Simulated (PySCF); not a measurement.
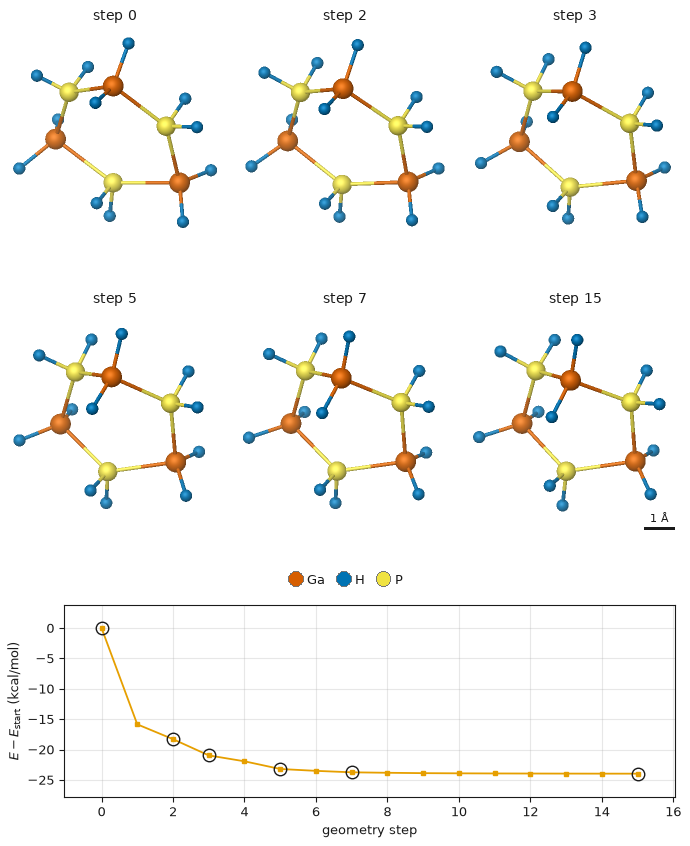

Frames of a relaxation of Ga3P3H12, marked on the history of the run. Style: ball-and-stick. Shown from a free direction.

The start comes from GFN2-xTB. Its atoms were then displaced at random by about 0.03 Å.

Level of theory: PBE0-D3(BJ)/def2-SVP geometry optimisation, gas phase (PySCF 2.14.0, density-fitted response routines). 

### Describe the path.

The largest move after the best rigid fit is that of an H atom, 1.27 Å. Largest moves by element: H 1.27 Å, P 0.61 Å, Ga 0.40 Å. Some distances before and after: H–P 1.254 → 1.418 Å, Ga–P 2.512 → 2.418 Å, Ga–P 2.487 → 2.418 Å, Ga–H 1.637 → 1.568 Å. Bond angles that change, for instance: Ga–P–Ga 141.0° → 122.7°, Ga–P–H 91.1° → 109.1°, Ga–P–Ga 141.9° → 125.1°. After 15 geometry steps the energy has fallen by 24.0 kcal/mol. The run took 7 min on 2 threads of AMD EPYC 7R43 64-Core Processor (shared host). From step 0 to 2: an H atom moves most (0.23 Å), energy −18.3 kcal/mol. From step 2 to 3: an H atom moves most (0.30 Å), energy −2.67 kcal/mol. From step 3 to 5: an H atom moves most (0.38 Å), energy −2.24 kcal/mol. From step 5 to 7: an H atom moves most (0.22 Å), energy −0.55 kcal/mol. From step 7 to 15: an H atom moves most (0.23 Å), energy −0.22 kcal/mol.

```json
{"step": "0", "E − E(0), kcal/mol": "0.00"}
{"step": "1", "E − E(0), kcal/mol": "-15.85"}
{"step": "2", "E − E(0), kcal/mol": "-18.29"}
{"step": "3", "E − E(0), kcal/mol": "-20.96"}
{"step": "4", "E − E(0), kcal/mol": "-21.93"}
{"step": "5", "E − E(0), kcal/mol": "-23.20"}
{"step": "6", "E − E(0), kcal/mol": "-23.50"}
{"step": "7", "E − E(0), kcal/mol": "-23.74"}
{"step": "8", "E − E(0), kcal/mol": "-23.82"}
{"step": "9", "E − E(0), kcal/mol": "-23.88"}
{"step": "10", "E − E(0), kcal/mol": "-23.91"}
{"step": "11", "E − E(0), kcal/mol": "-23.93"}
{"step": "12", "E − E(0), kcal/mol": "-23.94"}
{"step": "13", "E − E(0), kcal/mol": "-23.96"}
{"step": "14", "E − E(0), kcal/mol": "-23.96"}
{"step": "15", "E − E(0), kcal/mol": "-23.97"}
```
